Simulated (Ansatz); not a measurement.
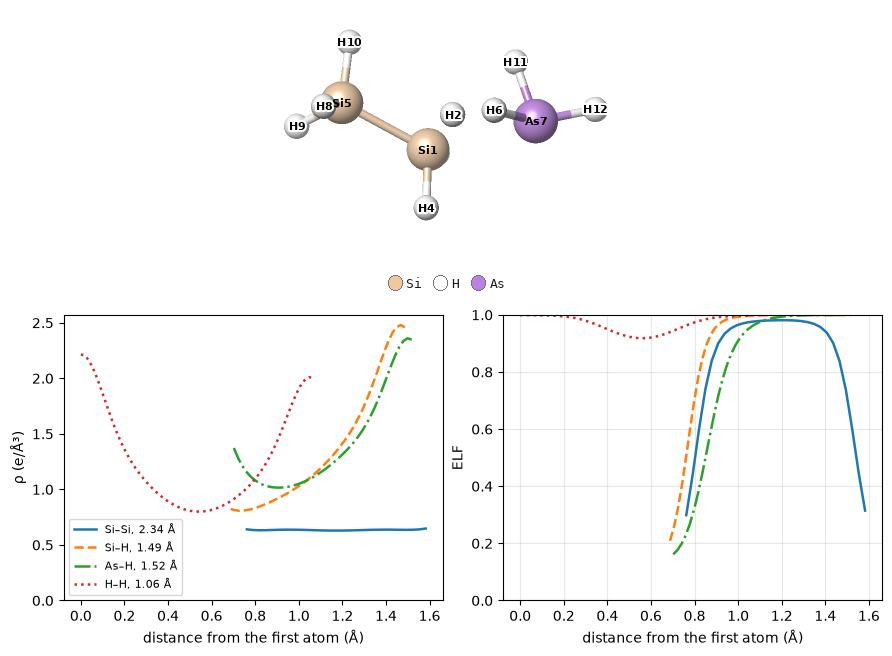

The picture shows: H5Si2···H···AsH3. Electron density and electron localisation function along straight lines between neighbouring atoms. The curves leave out the atomic cores. The structure is drawn too.

A transition-state structure; geometry: PBE0-D4/def2-TZVP.

Method: RKS PBE0-D4/def2-TZVPP (Ansatz 0.2.0).

```xyz
12

Si   -0.6936   -0.3767    0.3108
H     1.0609   -0.1896    0.5883
H    -1.6900   -0.8065   -0.7137
H    -1.0390   -1.0289    1.6011
Si   -0.8920    1.9561    0.4300
H     1.8402   -0.8942    0.4538
As    1.1706   -2.0403   -0.6594
H    -0.1249    2.4644    1.6002
H    -2.3070    2.4072    0.5446
H    -0.3106    2.5552   -0.8028
H     1.4351   -0.9138   -1.6420
H     1.5505   -3.1329   -1.7107
```

What can be read from the curves?

Si–Si (2.34 Å): ρ at the midpoint is about 0.63 e/Å³; the ELF peaks at about 1 between the atoms: a shared electron pair.
Si–H (1.49 Å): the density is about 0.81 e/Å³ at the midpoint; the ELF climbs to about 1 towards the hydrogen, as it does in any bond to H.
As–H (1.52 Å): ρ is about 1.2 e/Å³ halfway; the ELF climbs to about 1 towards the hydrogen.
H2···H6 (1.06 Å): the density falls to about 0.8 e/Å³ on the way; the ELF is about 0.90 at the midpoint.
